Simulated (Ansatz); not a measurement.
# [HO2]− (hydroperoxide(1-)) at CAM-B3LYP/def2-TZVPPD

What is the vertical ionisation energy of [HO2]− (hydroperoxide(1-)) at CAM-B3LYP/def2-TZVPPD? 

Program for the calculation: Ansatz 0.2.0.

2 further runs of the same task are left out: 2 set aside as unsound or not needed.

### 1 The system as given

[HO2]−: 3 atoms, total charge -1, spin state singlet. As SMILES, `[O-]O`. The coordinates come from a PBE0-D4/def2-TZVPD relaxation.

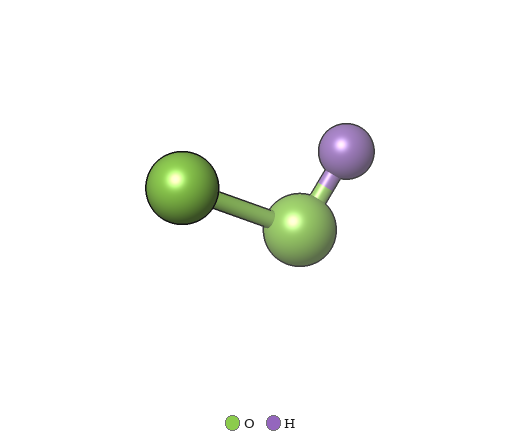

The structure, seen from a chosen angle (oxygen green, hydrogen purple).

### 2 A single-point energy at CAM-B3LYP/def2-TZVPPD

Input file input.yaml:

```yaml
crystal:
  periodic: [false, false, false]
  atoms:
    - symbol: O
      position_ang: [-0.357760, 1.025590, -0.080830]
    - symbol: O
      position_ang: [-0.242260, -0.445880, -0.180750]
    - symbol: H
      position_ang: [0.600030, -0.579720, 0.261570]
basis:
  gaussian: {orbitals: def2-TZVPPD.json}
total_charge: -1
hamiltonian: {xc: {name: CAM-B3LYP}}
accuracy: high
output: {orbitals: {seedname: orbitals}}
```

The basis set def2-TZVPPD is read from a file made from the Basis Set Exchange's data (not shown).

Command:

```sh
$ ansatz run input.yaml --threads 1 --pin off --max-ram 3480MiB --events-out events.jsonl --progress --plain --runs-dir runs
```

Output:

```text
Warning: RAYON_NUM_THREADS=1 ignored (pool sized by the plan → 1); use --threads N
Functional definition: CAM-B3LYP
  name "CAM-B3LYP"
  parameter alpha = 0.19
  parameter beta = 0.46
  parameter omega = 0.33/bohr
  parameter ac = 0.81
  exchange = (1 - alpha - beta)*b88_x + beta*b88_x_sr(omega) + alpha*exact_x + beta*exact_x_lr(omega)
  correlation = (1 - ac)*vwn5_c + ac*lyp_c
1485 factors; integrals over basis functions are off by at most 3.9e-9 eV
293 factors; integrals over basis functions are off by at most 1.3e-9 eV
mean field evaluation 1: about -4106.5213 eV, gradient 2.9e1 eV
mean field evaluation 2: about -4106.1836 eV, gradient 3.5e1 eV
mean field evaluation 4: about -4107.9968 eV, gradient 3.0e0 eV
mean field evaluation 8: about -4108.0115 eV, gradient 6.0e-2 eV
mean field evaluation 16: about -4108.0116 eV, gradient 8.9e-5 eV
mean field -4108.01157475 eV, -150.9666408618 hartree, gradient 8.9e-8 eV, S^2 0.000000; 0 other end points of the search recorded, 0 dependent functions left out
reference -4108.01158768 eV, -150.9666413371 hartree; 9, 9 occupied and 88, 88 virtual orbitals, 1485 factors
Total energy: -4108.01158768 eV, -150.9666413371 hartree
```

Wall time 3 s (1 thread of Arm Neoverse V2, shared host); peak memory 0.21 GiB.

### 3 Doublet neutral HO2, same level

Input file run.yaml:

```yaml
crystal:
  periodic: [false, false, false]
  atoms:
    - symbol: O
      position_ang: [-0.357760, 1.025590, -0.080830]
    - symbol: O
      position_ang: [-0.242260, -0.445880, -0.180750]
    - symbol: H
      position_ang: [0.600030, -0.579720, 0.261570]
basis:
  gaussian:
    orbitals: def2-TZVPPD.json
magnetization:
  spin_polarized: true
  initial_magnetization: 1
hamiltonian:
  xc: {name: CAM-B3LYP}
accuracy: high
output: {orbitals: {seedname: orbitals}}
```

The basis set def2-TZVPPD is read from a file made from the Basis Set Exchange's data (not shown).

Command:

```sh
$ ansatz run run.yaml --threads 1 --pin off --max-ram 3480MiB --events-out events.jsonl --progress --plain --runs-dir runs
```

Output, shortened:

```text
Warning: RAYON_NUM_THREADS=1 ignored (pool sized by the plan → 1); use --threads N
[... 2 set-up lines as earlier in the session ...]
[...]
1485 factors; integrals over basis functions are off by at most 3.9e-9 eV
293 factors; integrals over basis functions are off by at most 1.3e-9 eV
[...]
mean field -4106.61038080 eV, -150.9151479340 hartree, gradient 4.2e-8 eV, S^2 0.755366; 1 other end points of the search recorded, 0 dependent functions left out
reference -4106.61039633 eV, -150.9151485045 hartree; 9, 8 occupied and 88, 89 virtual orbitals, 1485 factors
Total energy: -4106.61039633 eV, -150.9151485045 hartree
```

Run time: 5.4 s. Hardware: 1 thread of Arm Neoverse V2, shared host; peak memory 0.27 GiB.

### 4 Outcome

Level: CAM-B3LYP/def2-TZVPPD.

| quantity | value |
| --- | --- |
| singlet [HO2]−: total energy | -150.96664 Eh |
| singlet [HO2]−: HOMO energy | -0.24 eV |
| singlet [HO2]−: LUMO energy | 5.36 eV |
| singlet [HO2]−: HOMO–LUMO gap (to an unbound level, set by the basis) | 5.60 eV |
| doublet neutral HO2: total energy | -150.91515 Eh |
| doublet neutral HO2: HOMO energy (highest over α and β) | -10.54 eV |
| doublet neutral HO2: LUMO energy (lowest over α and β) | -2.79 eV |
| doublet neutral HO2: ⟨S²⟩ | 0.755 |
| vertical detachment energy (to the doublet neutral) | 1.401 eV |

**Reading.** Removing an electron at fixed nuclei costs 1.40 eV (32 kcal/mol). The negative HOMO energy of the first species, 0.24 eV, lies 1.17 eV below that difference.
